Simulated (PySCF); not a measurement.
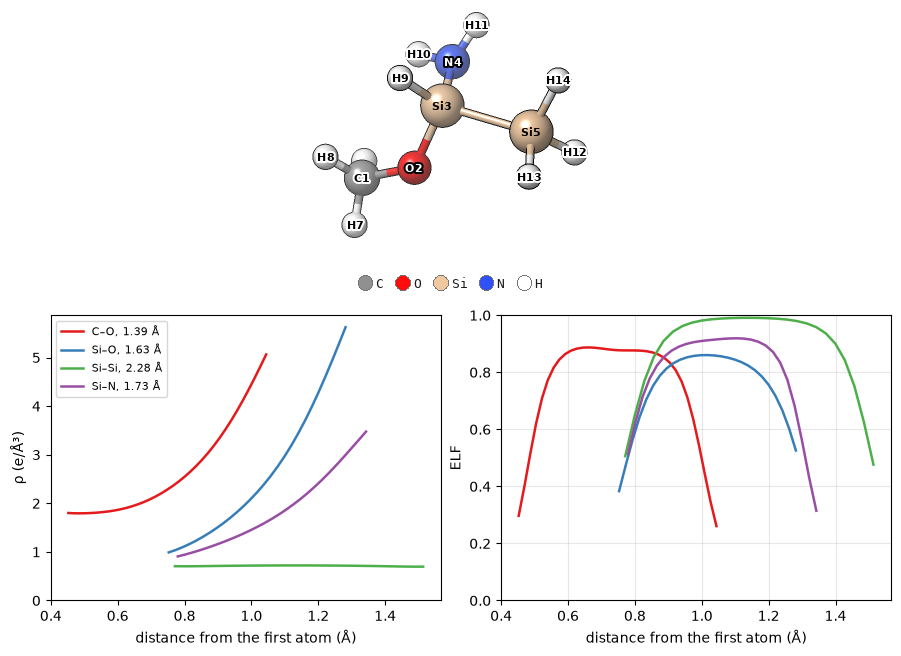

The picture shows: CH₉NOSi₂. Total electron density and electron localisation function along straight lines between neighbouring atoms. The curves leave out the atomic cores. The structure is drawn too.

Geometry: GFN2-xTB.

Level of theory: PBE0/pcSseg-1, SCF density, gas phase, non-relativistic (PySCF).

```xyz
14

C    -2.2651   -0.4250   -0.0859
O    -0.8947   -0.6683   -0.0660
Si    0.2485    0.0647    0.8306
N     0.2423    1.7630    0.4883
Si    2.1890   -0.8594    0.0561
H    -2.4756    0.5614   -0.5070
H    -2.7384   -1.1859   -0.7082
H    -2.6881   -0.4722    0.9213
H    -0.1010   -0.1652    2.2542
H    -0.6184    2.2845    0.5534
H     1.0039    2.3322    0.8167
H     2.5830   -0.4805   -1.3043
H     2.2161   -2.3243    0.0903
H     3.2978   -0.4255    0.9183
```

What can be read from the curves?

C–O (1.39 Å): the density is about 2.1 e/Å³ at the midpoint, with its minimum of 1.8 e/Å³ about 0.5 Å from C; the ELF peaks at about 0.90 between the atoms (a polar covalent bond).
Si–O (1.63 Å): ρ is about 1.2 e/Å³ halfway; the ELF peaks at about 0.85 between the atoms, as expected for a polar covalent bond.
Si–Si (2.28 Å): ρ is about 0.72 e/Å³ halfway; the ELF peaks at about 1 between the atoms; a shared electron pair.
Si–N (1.73 Å): ρ at the midpoint is about 1.1 e/Å³; the ELF peaks at about 0.90 between the atoms; a shared but strongly polarised pair.
